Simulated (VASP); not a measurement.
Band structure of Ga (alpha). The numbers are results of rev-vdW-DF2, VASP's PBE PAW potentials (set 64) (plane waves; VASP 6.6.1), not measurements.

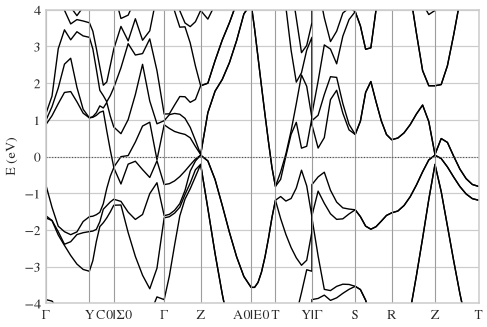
Fig. 1. Bands along high-symmetry lines, zero at the valence-band maximum or, without a gap, the Fermi level

### Question
Read the plot: is there a gap, and where are the band edges?

### Answer
It has no gap at this level: it comes out as a metal or semimetal. (Edges off the drawn lines would not show.)

The compound is Ga in the alpha structure. It was relaxed first.
